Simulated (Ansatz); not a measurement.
# What Sn2C (model cell, started as cuprite) distorts into, part 2 of 2

Which phase does Sn2C (model cell, started as cuprite) fall into along its unstable mode, and how much energy does it gain?

Ansatz 0.2.0; DFT PBEsol, scalar-relativistic, plane waves, PAW.

So far, highest frequency on the path or at a solved wavevector (cm⁻¹): step 2 (phonons on a q mesh) 535. Also lowest frequency on the path (cm⁻¹): step 2 -184.

The structure was built from a prototype and need not be the compound's stable phase.

### 5. Energy along the mode, all amplitudes (two of the runs are shown above)

An imaginary frequency means negative curvature, so the energy should fall and then rise again as anharmonic terms take over.

This step gave:

```yaml
depth_at_the_lowest_point_sampled: 51.41 meV/atom
largest_atomic_shift_at_that_point: 0.32 Å
```

Table of energy from the parent by largest atomic shift:

```tsv
largest atomic shift (Å)	energy from the parent (meV/atom)
0.000	0
0.040	-2.10
0.080	-7.61
0.140	-19.7
0.220	-38.7
0.320	-51.4
0.450	-17.8
0.600	163
```

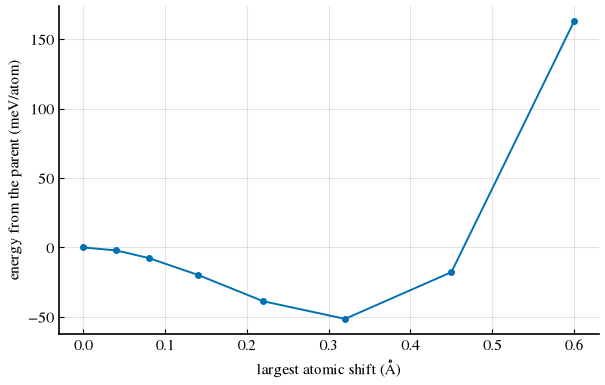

Energy from the parent against largest atomic shift.

Displacement at unit largest shift by atom:

```tsv
atom	x (Å)	y (Å)	z (Å)	size
C1	0.00	1.00	0.00	1.00
C2	0.00	-1.00	0.00	1.00
C3	0.00	1.00	0.00	1.00
C4	0.00	-1.00	0.00	1.00
Sn5	0.44	-0.36	0.44	0.73
Sn6	-0.44	0.36	-0.44	0.73
Sn7	0.44	-0.36	-0.44	0.73
Sn8	-0.44	0.36	0.44	0.73
Sn9	-0.44	-0.36	-0.44	0.73
Sn10	0.44	0.36	0.44	0.73
Sn11	-0.44	-0.36	0.44	0.73
Sn12	0.44	0.36	-0.44	0.73
```

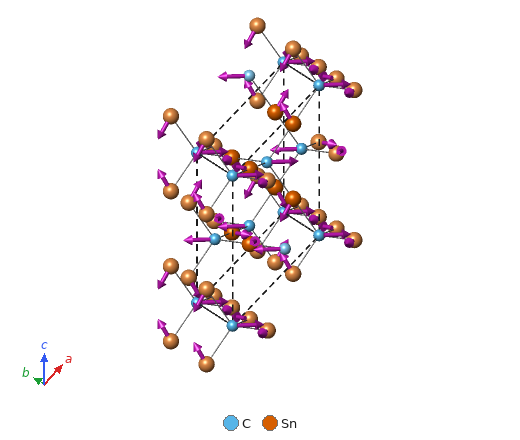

Displacement at unit largest shift as arrows, the longest 1 Å. Some periodic images of atoms are drawn too.

The lowest of the steps tried is at 0.32 Å, 51.4 meV/atom below the parent; the bottom of the well need not coincide with a step.

### 6. Relaxing from the distorted cell

Starting from the lowest point found, all atoms and the cell are let go, so that strain and other modes of the same symmetry can join in.

input.yaml reads:

```yaml
crystal:
  lattice:
    - [5.0213021337, 5.0213021337, 0.0]
    - [5.0213021337, 0.0, 5.0213021337]
    - [5.0213021337, 0.0, -5.0213021337]
  atoms:
    - { symbol: C, position: [0.0637284894, -0.0318642447, -0.0318642447] }
    - { symbol: C, position: [-0.0637284894, 0.5318642447, 0.5318642447] }
    - { symbol: C, position: [0.5637284894, 0.2181357553, 0.7181357553] }
    - { symbol: C, position: [0.4362715106, 0.7818642447, 0.2818642447] }
    - { symbol: Sn, position: [0.2267590538, 0.1649245323, 0.8866204731] }
    - { symbol: Sn, position: [0.2732409462, 0.5850754677, 0.3633795269] }
    - { symbol: Sn, position: [0.7267590538, 0.1366204731, 0.9149245323] }
    - { symbol: Sn, position: [0.7732409462, 0.6133795269, 0.3350754677] }
    - { symbol: Sn, position: [0.2267590538, 0.6083164138, 0.8866204731] }
    - { symbol: Sn, position: [0.2732409462, 0.1416835862, 0.3633795269] }
    - { symbol: Sn, position: [0.7267590538, 0.1366204731, 0.3583164138] }
    - { symbol: Sn, position: [0.7732409462, 0.6133795269, 0.8916835862] }
kpoints:
  mp_grid: { grid: [8, 8, 8] }
hamiltonian:
  xc: pbesol
scf:
  occupations: { method: methfessel_paxton, width: 0.2 }
output:
  forces: true
  stress: true
  eigenvalues: true
relax:
  adjacent_minimum: "off"
  f_tol: 0.002
  max_steps: 120
  cell: { stress_tol: 0.03 }
```

On the command line:

```bash
$ ansatz run input.yaml --threads 8 --pin off --max-ram 14336MiB --backend cpu --events-out ev --progress --plain --runs-dir out
```

Numbers of over 12 decimals in the logs are rounded to 6 here.

The program printed:

```text
[...]
Crystal: 12 atoms, lattice volume = 253.209 Å³
Basis set: ecut = 420 eV, 4957 PW (Γ), exchange–correlation on 96×96×96 points (8 copies of the dense FFT grid, shifted against one another)
Bands: 77, of which v1, the nominal top of the filled ones, is band 64 counted from 1 (63 counted from 0)
Symmetry: 16 space group operations
[...]
k-points: 59 of 512
[...]
SCF iter   1: F=—  HF=-48571.487745 eV  |F-HF|=—  |Δ(HF+E_count)|=         —  Δρ=1.37e-2  dr2=8.61e-1  ethr=1.77e-3  ⟨swp⟩=7.0  Hψ=18695  notcnv=0
[...]
SCF iter   8: F=-48571.295231 eV  HF=-48571.295231 eV  |F-HF|=1.24e-8  |Δ(HF+E_count)|=   2.00e-8  S|Δr|=    0.00e0  Δρ=2.09e-6  dr2=2.97e-8  ethr=7.81e-11  ⟨swp⟩=11.9  Hψ=20571  notcnv=0
SCF 1 converged in 8 iterations: F = -48571.295231 eV  dr2 = 2.97e-8
[...]
relax step   1: F+E_penalty+E_count = -48571.29523136 eV  Δ(F+E_penalty+E_count) = +0.000e0 eV  max|allowed force component| = 5.807e-1 eV/Å  Δτ_max = 0.0000 Å  P = +0.351 GPa  Ω = 253.209 Å³  (8 SCF iters, dr2 threshold 1.00e-7 eV, accepted)
Crystal: 12 atoms, lattice volume = 251.759 Å³
Basis set: ecut = 420 eV, 4919 PW (Γ), exchange–correlation on 96×96×96 points (8 copies of the dense FFT grid, shifted against one another)
[...]
SCF iter   7: F=-48571.916095 eV  HF=-48571.916095 eV  |F-HF|=1.52e-7  |Δ(HF+E_count)|=   5.17e-7  S|Δr|=    0.00e0  Δρ=8.74e-6  dr2=3.02e-7  ethr=9.37e-10  ⟨swp⟩=9.3  Hψ=20370  notcnv=0
the search or the solves at the SCF's close seem to have found levels that the self-consistency loop had missed (the run counts 1). By its estimate they hold under 1e-12 electrons; where the run keeps them, the occupations were computed again with them
SCF 2 converged in 7 iterations: F = -48571.916095 eV  dr2 = 3.02e-7
[...]
relax step   2: F+E_penalty+E_count = -48571.91609452 eV  Δ(F+E_penalty+E_count) = -6.209e-1 eV  max|allowed force component| = 6.702e-2 eV/Å  Δτ_max = 0.0962 Å  P = +0.913 GPa  Ω = 251.759 Å³  energy of the carried Pulay correction = +1.280e-3 eV  (7 SCF iters, dr2 threshold 1.20e-6 eV, accepted)
Crystal: 12 atoms, lattice volume = 249.256 Å³
Basis set: ecut = 420 eV, 4839 PW (Γ), exchange–correlation on 96×96×96 points (8 copies of the dense FFT grid, shifted against one another)
[...]
SCF iter   6: F=-48572.066599 eV  HF=-48572.066599 eV  |F-HF|=4.08e-8  |Δ(HF+E_count)|=   1.91e-6  S|Δr|=    0.00e0  Δρ=1.29e-5  dr2=6.77e-7  ethr=9.37e-10  ⟨swp⟩=6.6  Hψ=20425  notcnv=0
SCF 3 converged in 6 iterations: F = -48572.066599 eV  dr2 = 6.77e-7
[...]
relax step   3: F+E_penalty+E_count = -48572.06659869 eV  Δ(F+E_penalty+E_count) = -1.505e-1 eV  max|allowed force component| = 1.911e-1 eV/Å  Δτ_max = 0.0691 Å  P = +0.948 GPa  Ω = 249.256 Å³  energy of the carried Pulay correction = +3.509e-3 eV  (6 SCF iters, dr2 threshold 1.20e-6 eV, accepted)
[... from here on, the SCF cycles and remarks between the steps are left out ...]
relax step   4: F+E_penalty+E_count = -48572.11712723 eV  Δ(F+E_penalty+E_count) = -5.053e-2 eV  max|allowed force component| = 1.126e-1 eV/Å  Δτ_max = 0.0610 Å  P = -0.333 GPa  Ω = 250.131 Å³  energy of the carried Pulay correction = +2.727e-3 eV  (6 SCF iters, dr2 threshold 1.20e-6 eV, accepted)
relax step   5: F+E_penalty+E_count = -48572.13060610 eV  Δ(F+E_penalty+E_count) = -1.348e-2 eV  max|allowed force component| = 3.250e-2 eV/Å  Δτ_max = 0.0592 Å  P = +0.077 GPa  Ω = 247.414 Å³  energy of the carried Pulay correction = +5.162e-3 eV  (6 SCF iters, dr2 threshold 7.92e-7 eV, accepted)
relax step   6: F+E_penalty+E_count = -48572.13119705 eV  Δ(F+E_penalty+E_count) = -5.910e-4 eV  max|allowed force component| = 6.338e-3 eV/Å  Δτ_max = 0.0136 Å  P = -0.007 GPa  Ω = 248.074 Å³  energy of the carried Pulay correction = +4.568e-3 eV  (6 SCF iters, dr2 threshold 6.60e-8 eV, accepted)
relax step   7: F+E_penalty+E_count = -48572.13131380 eV  Δ(F+E_penalty+E_count) = -1.167e-4 eV  max|allowed force component| = 2.762e-3 eV/Å  Δτ_max = 0.0014 Å  P = +0.002 GPa  Ω = 247.990 Å³  energy of the carried Pulay correction = +4.644e-3 eV  (5 SCF iters, dr2 threshold 3.03e-9 eV, accepted)
relax step   8: F+E_penalty+E_count = -48572.13131143 eV  Δ(F+E_penalty+E_count) = +2.369e-6 eV  max|allowed force component| = 8.163e-5 eV/Å  Δτ_max = 0.0003 Å  P = +0.001 GPa  Ω = 247.997 Å³  energy of the carried Pulay correction = +4.637e-3 eV  (5 SCF iters, dr2 threshold 4.77e-10 eV, accepted)
relax step   9: F+E_penalty+E_count = -48572.14189406 eV  Δ(F+E_penalty+E_count) = -1.058e-2 eV  max|allowed force component| = 8.492e-4 eV/Å  Δτ_max = 0.0000 Å  P = +0.027 GPa  Ω = 247.997 Å³  stress off target by 8.33e-2 GPa  SCF on the basis re-selected at this cell (its energy is not comparable with the rows above)  (6 SCF iters)
relax step  10: F+E_penalty+E_count = -48572.14219886 eV  Δ(F+E_penalty+E_count) = -3.048e-4 eV  max|allowed force component| = 8.518e-4 eV/Å  Δτ_max = 0.0034 Å  P = +0.003 GPa  Ω = 247.928 Å³  energy of the carried Pulay correction = +6.656e-5 eV  (6 SCF iters, dr2 threshold 1.74e-8 eV, accepted)
[...]
SCF iter   5: F=-48572.142173 eV  HF=-48572.142173 eV  |F-HF|=7.28e-12  |Δ(HF+E_count)|=  2.33e-10  S|Δr|=    0.00e0  Δρ=1.03e-7  dr2=1.77e-11  ethr=1.00e-12  ⟨swp⟩=5.8  Hψ=18193  notcnv=0
SCF 11 converged in 5 iterations: F = -48572.142173 eV  dr2 = 1.77e-11
relax step  11: F+E_penalty+E_count = -48572.14217317 eV  Δ(F+E_penalty+E_count) = +2.569e-5 eV  max|allowed force component| = 8.454e-4 eV/Å  Δτ_max = 0.0000 Å  P = +0.003 GPa  Ω = 247.928 Å³  stress off target by 5.29e-3 GPa  SCF on the basis re-selected at this cell (its energy is not comparable with the rows above)  (5 SCF iters)
basis re-selected at this cell: Δ(F+E_penalty+E_count) = +2.569e-5 eV, ΔP = -0.000 GPa vs the last step (what re-selecting the basis moved, of the pressure what is left beyond the Pulay correction that the steps carried, after the strain that the cell walked since its last selection, with what the two solves' SCF thresholds leave and, on support functions, any second-order correction that the steps lacked; it is no m [...]
SCF converged after 5 iterations
[...]
Free energy (F): -48572.142173 eV
[...]
Internal energy: -48572.128047 eV  (E = F + TS)
E sigma→0 (E₀):  -48572.138642 eV
Entropy (-TS):   -0.014126 eV (-1.177 meV/atom)
Fermi energy:    10.573904 eV
[...]
--- Forces (eV/Å), atoms counted from 1 ---
  atom   1  C     -0.00000000     0.00084543     0.00000000
  atom   2  C     -0.00000000    -0.00084543    -0.00000000
  atom   3  C      0.00000000     0.00084543     0.00000000
  atom   4  C      0.00000000    -0.00084543    -0.00000000
  atom   5  Sn    -0.00057641     0.00049317    -0.00057641
  atom   6  Sn     0.00057641    -0.00049317     0.00057641
  atom   7  Sn    -0.00057641     0.00049317     0.00057641
  atom   8  Sn     0.00057641    -0.00049317    -0.00057641
  atom   9  Sn     0.00057641     0.00049317     0.00057641
  atom  10  Sn    -0.00057641    -0.00049317    -0.00057641
  atom  11  Sn     0.00057641     0.00049317    -0.00057641
  atom  12  Sn    -0.00057641    -0.00049317     0.00057641
  max |Σ_I F_I| component: 1.04e-17 eV/Å
--- Stress (GPa, compression-positive) ---
        0.005295      -0.000000      -0.000000
       -0.000000      -0.002784      -0.000000
       -0.000000      -0.000000       0.005295
  P = ⅓ Tr σ = 0.0026 GPa (0.026 kbar)
--- Band table (eV; the first three rows and the last of 59) ---
  k-point 0: bands = [... 60 lower, 9.3802, 10.3235, 10.6117, 10.6117, 11.0421, 11.1493, 12.4786, 12.4786, ... 9 higher]
  k-point 1: bands = [... 60 lower, 9.3514, 10.1622, 10.4513, 10.4765, 11.1860, 11.4764, 12.1266, 12.2180, ... 9 higher]
  k-point 2: bands = [... 60 lower, 9.2647, 9.5976, 10.0952, 10.3036, 11.1676, 11.5318, 11.6666, 11.9542, ... 9 higher]
  k-point 58: bands = [... 60 lower, 9.4266, 9.4266, 9.8738, 9.8738, 10.3408, 10.3408, 11.1098, 11.1098, ... 9 higher]
--- Relaxed structure (9 steps of the walk, 9 accepted, 2 SCFs on fresh bases) ---
  F+E_penalty+E_count = -48572.14217317 eV   max|allowed force component| = 8.454e-4 eV/Å   (the final SCF, on the basis selected at the relaxed cell)
  cell:  # Å, volume = 247.9284 Å³
    - [5.271068, 4.461686, 0]
    - [5.271068, 0, 5.271068]
    - [5.271068, 0, -5.271068]
  atoms:
    - { symbol: C, position: [0.083911, -0.041956, -0.041956] }
    - { symbol: C, position: [-0.083911, 0.541956, 0.541956] }
    - { symbol: C, position: [0.583911, 0.208044, 0.708044] }
    - { symbol: C, position: [0.416089, 0.791956, 0.291956] }
    - { symbol: Sn, position: [0.220806, 0.173025, 0.889597] }
    - { symbol: Sn, position: [0.279194, 0.576975, 0.360403] }
    - { symbol: Sn, position: [0.720806, 0.139597, 0.923025] }
    - { symbol: Sn, position: [0.779194, 0.610403, 0.326975] }
    - { symbol: Sn, position: [0.220806, 0.606169, 0.889597] }
    - { symbol: Sn, position: [0.279194, 0.143831, 0.360403] }
    - { symbol: Sn, position: [0.720806, 0.139597, 0.356169] }
    - { symbol: Sn, position: [0.779194, 0.610403, 0.893831] }
```

It took 93 s on 8 threads of Arm Neoverse V2, shared host; peak memory 1.7 GiB; 12 min of CPU time.

Step by step:

```tsv
step	energy less that of the first step (eV)	largest force component (eV/Å)	pressure (GPa)	volume (Å³)
1	0.0000	0.5807	0.35	253.21
2	-0.6209	0.0670	0.91	251.76
3	-0.7714	0.1911	0.95	249.26
4	-0.8219	0.1126	-0.33	250.13
5	-0.8354	0.0325	0.08	247.41
6	-0.8360	0.0063	-0.01	248.07
7	-0.8361	0.0028	0.00	247.99
8	-0.8361	0.0001	0.00	248.00
9*	-0.8467	0.0008	0.03	248.00
10	-0.8470	0.0009	0.00	247.93
11*	-0.8469	0.0008	0.00	247.93
```

Relaxation steps marked * repeat the geometry before them on a plane-wave basis chosen anew for their cell, so energy and pressure can jump there.

The run keeps the 16 symmetry operations that it works with, so distortions that break them were not tested.

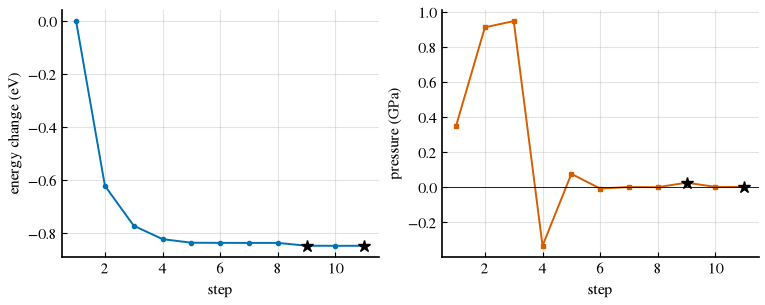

Energy and pressure along the relaxation. Stars mark steps on a basis chosen anew.

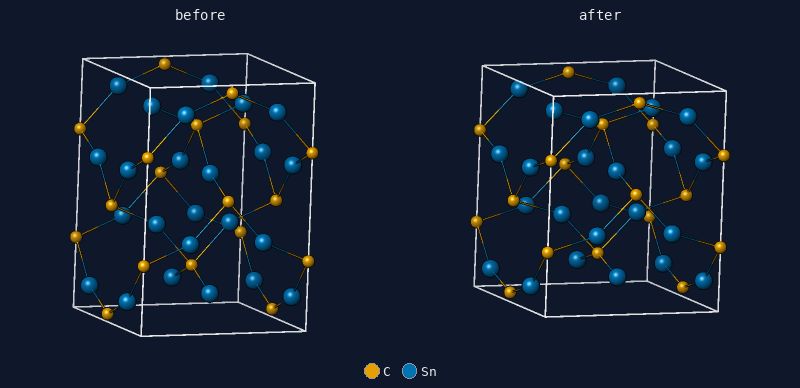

Before and after, at one scale.

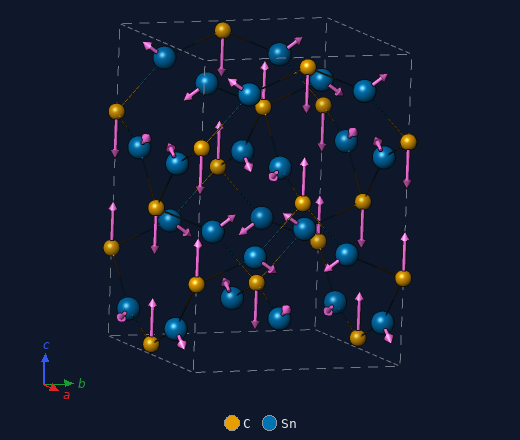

Displacements in the relaxation, exaggerated, measured against the changing cell; the longest in the cell stands for 0.09 Å. Some periodic images of atoms are drawn too.

```tsv
conventional cell, symmetrised	before	after	change
a (Å)	7.101	7.454	+5.0 %
b (Å)	7.101	7.454	+5.0 %
c (Å)	10.043	8.923	-11.1 %
volume (Å³/atom)	21.10	20.66	-2.1 %
```

The atoms that moved most (Å, as changes of fractional coordinates times the final cell):

```tsv
atom	dx	dy	dz	length
C2	0.000	-0.090	0.000	0.090
C1	0.000	0.090	0.000	0.090
C4	0.000	-0.090	0.000	0.090
C3	0.000	0.090	0.000	0.090
Sn10	0.027	0.027	0.027	0.047
Sn7	0.027	-0.027	-0.027	0.047
Sn11	-0.027	-0.027	0.027	0.047
Sn9	-0.027	-0.027	-0.027	0.047
```

The relaxed structure:

```xyz
12
Lattice="5.2711 4.4617 0.0000 5.2711 0.0000 5.2711 5.2711 0.0000 -5.2711" Properties=species:S:1:pos:R:3 pbc="T T T"
C     0.0000    0.3744    0.0000
C     5.2711   -0.3744    0.0000
C     7.9066    2.6052   -2.6355
C     7.9066    1.8565    2.6355
Sn    6.7650    0.9852   -3.7771
Sn    6.4126    1.2457    1.1416
Sn    9.4006    3.2160   -4.1295
Sn    9.0482    3.4765    1.4940
Sn    9.0482    0.9852   -1.4940
Sn    4.1295    1.2457   -1.1416
Sn    6.4126    3.2160   -1.1416
Sn   12.0361    3.4765   -1.4940
```

This step gave:

```
pressure        : 0.002602 GPa
volume per atom : 20.66 Å³
```

The distorted start has space group I4_1/amd; the relaxation ends in I4_1/amd.

### 7. Summary of results

- unstable mode of the parent: q = (-0.5, -0.5, -0.5), 138i cm⁻¹
- depth at the lowest point sampled: 51.4 meV/atom
- largest atomic shift at that point: 0.32 Å
- space group reached (within 0.01 Å): I4_1/amd
- energy gained over the parent (first relaxation, on the mesh of the frozen mode): 122 meV/atom
- volume per atom, phase reached: 20.7 Å³

In words: Along this mode the structure falls into I4_1/amd, 122 meV/atom below the parent. At the parent's cell the well is 51.41 meV/atom deep on the steps tried, with its lowest point at a shift of 0.32 Å. Relaxing atoms and cell changes the gain by +70.52 meV/atom against the lowest step (energies at zero smearing). The modes of the phase reached were not computed on this path. Of the 6 patterns followed to their end from this parent, this one ends 269 meV/atom above the lowest, R-3m. Each path keeps the symmetry of its pattern, so a lower phase may lie along a pattern not tried. With no gap, or one that is small against the smearing, the frequencies hang on the k mesh and the smearing, most of all near Kohn anomalies. Spin-orbit coupling is left out, which can matter for the heavy elements here. A phonon run warned that its eigensolver left some bands unconverged in a pass. The starting cell was built on a prototype and not taken from a measurement, so the phase need not exist.

[Logs are printed without paths, hosts, clocks, repeated set-up lines and the standing remarks that a program may print on its own settings, such as how far it seeks lower states.]

[Hosts, paths, dates, database ids (printed as entryN), source tags and the programs' standing remarks are cut or masked in the printed files.]
